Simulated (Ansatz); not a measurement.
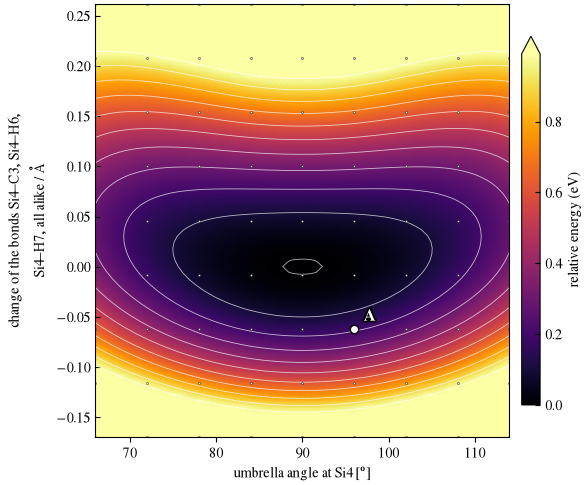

CH3BNSi, SMILES [BH]N=C=[SiH2], spin multiplicity 2. The first coordinate is: umbrella angle at Si4 (between each of its bonds and their common axis; 90 is planar); the second: change of the bonds Si4–C3, Si4–H6, Si4–H7, all alike. Nothing is relaxed (all other coordinates rigid). The grid has 9 × 9 points; 79 points were computed and 2 follow by symmetry. Points are written as (first, second). Energies: eV, counted from the lowest grid point. Computed with Ansatz, UKS PBE0-D4/def2-TZVP.

In the figure: a smooth colour map with a few white contour lines, dots at the grid points, one colour for all values above the top of the scale, the point A. Between grid points the surface is interpolated.

> Is A at rest? If not, where is it pushed?

A, at (96°, −0.062 Å), is not a stationary point. The computed force is 0.0096 eV for each degree towards smaller values of the first coordinate and 5.6 eV for each Å towards larger values of the second coordinate.
